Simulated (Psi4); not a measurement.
# M06-L/def2-SV(P) (core potential, sweep point 1) run of C2H6FIn (SMILES C[CH](F)[InH2])

Aim: the vertical ionisation energy of C2H6FIn at M06-L/def2-SV(P) (core potential, sweep point 1), from 2 runs. Input form: a Python script.

The results are computed with Psi4 1.11.

## 1. Starting point

C2H6FIn: 10 atoms, total charge 0, spin state singlet. As SMILES, `C[CH](F)[InH2]`. The shape is that of a PBE0-D4/def2-TZVP optimisation.

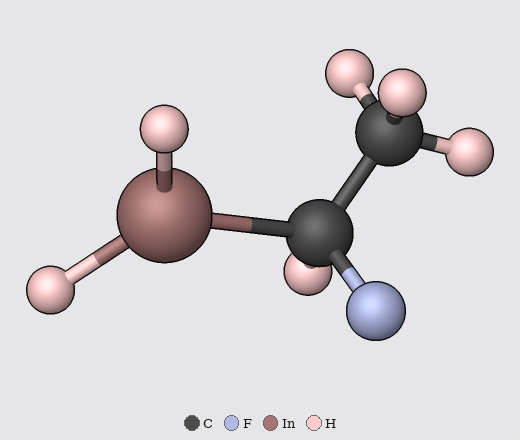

Viewed from a chosen angle; carbon dark grey, fluorine light blue, indium brown, hydrogen pink.

## 2. The energy at M06-L/def2-SV(P) (core potential, sweep point 1)

The input, job.py:

```python
import psi4

psi4.set_memory('1600 MB')
psi4.set_num_threads(1)
psi4.core.set_output_file('run.log', False)

m = psi4.geometry("""
0 1
C     -0.140800     1.253600    -0.575200
C      0.633800     0.180000     0.137200
F      0.870200     0.597100     1.467800
In    -0.385200    -1.745500     0.423800
H      0.391300     2.210500    -0.541500
H     -1.131900     1.397600    -0.139100
H     -0.271900     0.979300    -1.626600
H      1.621200     0.055100    -0.315800
H     -2.079900    -1.696200     0.762700
H      0.493100    -3.231500     0.406600
symmetry c1
""")

options = {'puream': True, 'scf_type': 'pk', 'dft_radial_points': 99, 'dft_spherical_points': 590}
psi4.set_options(options)

e, wfn = psi4.energy("m06-l/def2-SV(P)", return_wfn=True)
print(f'total energy {e:.8f} hartree = {e * 27.211386:.5f} eV')
```

Command:

```console
$ python job.py
```

run.log, cut to the lines that bear on the results:

```text
[...]
    !!!  WARNING: ECP capability is in beta. Please check occupations closely.  !!!
[...]
  Running in c1 symmetry.
[...]
  Nuclear repulsion =  190.900305887032346
[...]
  Multiplicity = 1
[...]
  Nalpha       = 24
  Nbeta        = 24
[...]
    Number of basis functions: 80
[...]
   @RKS iter   1:  -369.40310427641020   -9.16276e-01   9.20096e-03 DIIS/ADIIS
[...]
   @RKS iter   9:  -369.70519592092376   -7.94334e-08   5.59770e-07 DIIS
[...]
    Orbital Energies [Eh]
    ---------------------
    Doubly Occupied:
       1A    -24.472292     2A    -10.110391     3A    -10.052624
       4A     -4.586893     5A     -3.012693     6A     -2.997106
       7A     -2.996847     8A     -1.130304     9A     -0.724914
      10A     -0.715162    11A     -0.712391    12A     -0.711711
      13A     -0.707302    14A     -0.696245    15A     -0.561754
      16A     -0.446282    17A     -0.426263    18A     -0.405690
      19A     -0.365689    20A     -0.354701    21A     -0.342338
      22A     -0.294025    23A     -0.261842    24A     -0.214786
[...]
  @RKS Final Energy:  -369.70519592092376
   => Energetics <=
    Nuclear Repulsion Energy =            190.9003058870323457
    One-Electron Energy =                -960.4263012791707297
    Two-Electron Energy =                 440.2188725012001669
    DFT Exchange-Correlation Energy =     -40.3980730299855537
    Empirical Dispersion Energy =           0.0000000000000000
    VV10 Nonlocal Energy =                  0.0000000000000000
    Total Energy =                       -369.7051959209237566
[...]
 Multipole Moments:
 ------------------------------------------------------------------------------------
     Multipole            Electronic (a.u.)      Nuclear  (a.u.)        Total (a.u.)
 ------------------------------------------------------------------------------------
 L = 1.  Multiply by 2.5417464519 to convert [e a0] to [Debye]
 Dipole X            :        -15.9188410           15.8684923           -0.0503487
 Dipole Y            :        -52.0015511           51.9318462           -0.0697049
 Dipole Z            :          3.9114118           -4.5829007           -0.6714889
 Magnitude           :                                                    0.6769720
[...]
```

Standard output:

```text
total energy -369.70519592 hartree = -10060.19079 eV
```

Wall time 46 s (1 thread of Intel Xeon Platinum 8259CL at 2.50GHz (Skylake/Cascade Lake), shared host); peak memory 0.97 GiB.

## 3. The doublet cation, same level

The input, job.py:

```python
import psi4

psi4.set_memory(1600000000)
psi4.set_num_threads(1)
psi4.set_output_file('run.log', False)

molecule = psi4.geometry("""
1 2
C     -0.140800     1.253600    -0.575200
C      0.633800     0.180000     0.137200
F      0.870200     0.597100     1.467800
In    -0.385200    -1.745500     0.423800
H      0.391300     2.210500    -0.541500
H     -1.131900     1.397600    -0.139100
H     -0.271900     0.979300    -1.626600
H      1.621200     0.055100    -0.315800
H     -2.079900    -1.696200     0.762700
H      0.493100    -3.231500     0.406600
symmetry c1
""")

psi4.set_options({
    'basis': 'def2-SV(P)',
    'reference': 'uks',
    'puream': True,
    'scf_type': 'pk',
    'dft_radial_points': 99,
    'dft_spherical_points': 590,
    'maxiter': 100,
})

energy_value = psi4.energy("M06-L", molecule=molecule)
print(f'M06-L energy: {energy_value:.10f} Eh')
```

Command:

```console
$ python job.py
```

run.log, cut to the lines that bear on the results:

```text
[...]
    !!!  WARNING: ECP capability is in beta. Please check occupations closely.  !!!
[...]
  Running in c1 symmetry.
[...]
  Nuclear repulsion =  190.900305887032346
[...]
  Multiplicity = 2
[...]
  Nalpha       = 24
  Nbeta        = 23
[...]
    Number of basis functions: 80
[...]
   @UKS iter   1:  -369.16533987957604   -6.78511e-01   7.81144e-03 ADIIS/DIIS
[...]
   @UKS iter  11:  -369.38004037378187   -4.44458e-08   6.62670e-07 DIIS
[...]
   @S^2 Observed:                7.536017458E-01
[...]
    Orbital Energies [Eh]
    ---------------------
    Alpha Occupied:
       1A    -24.739676     2A    -10.388255     3A    -10.263609
       4A     -4.822686     5A     -3.245144     6A     -3.239036
       7A     -3.229615     8A     -1.389214     9A     -0.971016
      10A     -0.950621    11A     -0.946514    12A     -0.945455
      13A     -0.941289    14A     -0.931133    15A     -0.802968
      16A     -0.696399    17A     -0.678457    18A     -0.645506
      19A     -0.585196    20A     -0.577983    21A     -0.559949
      22A     -0.536400    23A     -0.478085    24A     -0.471288
    Alpha Virtual:
      25A     -0.273498    26A     -0.223507    27A     -0.141390
[...]
  @UKS Final Energy:  -369.38004037378187
   => Energetics <=
    Nuclear Repulsion Energy =            190.9003058870323457
    One-Electron Energy =                -949.1640831980275834
    Two-Electron Energy =                 428.9437310283888678
    DFT Exchange-Correlation Energy =     -40.0599940911754686
    Empirical Dispersion Energy =           0.0000000000000000
    VV10 Nonlocal Energy =                  0.0000000000000000
    Total Energy =                       -369.3800403737818669
[...]
 Multipole Moments:
 ------------------------------------------------------------------------------------
     Multipole            Electronic (a.u.)      Nuclear  (a.u.)        Total (a.u.)
 ------------------------------------------------------------------------------------
 L = 1.  Multiply by 2.5417464519 to convert [e a0] to [Debye]
 Dipole X            :        -15.6597850           15.8684923            0.2087073
 Dipole Y            :        -51.1612216           51.9318462            0.7706246
 Dipole Z            :          3.5923262           -4.5829007           -0.9905745
 Magnitude           :                                                    1.2722653
[...]
```

On the terminal:

```text
M06-L energy: -369.3800403738 Eh
```

It took 72 s on 1 thread of Intel Xeon Platinum 8259CL at 2.50GHz (Skylake/Cascade Lake), shared host; peak memory 0.97 GiB.

## 4. What came out

Level: M06-L/def2-SV(P) (core potential, sweep point 1).

| quantity | value |
| --- | --- |
| singlet C2H6FIn: total energy | -369.70520 Eh |
| singlet C2H6FIn: dipole moment | 1.72 D |
| singlet C2H6FIn: HOMO energy | -5.84 eV |
| singlet C2H6FIn: LUMO energy | -2.01 eV |
| singlet C2H6FIn: HOMO–LUMO gap | 3.84 eV |
| doublet cation: total energy | -369.38004 Eh |
| doublet cation: HOMO energy (highest over α and β) | -12.54 eV |
| doublet cation: LUMO energy (lowest over α and β) | -11.72 eV |
| doublet cation: ⟨S²⟩ | 0.754 |
| vertical ionisation energy (to the doublet cation) | 8.848 eV |

**Reading.** Removing an electron at fixed nuclei costs 8.85 eV (854 kJ/mol). −ε(HOMO) before ionisation, 5.84 eV, is 3.00 eV below this ionisation energy.
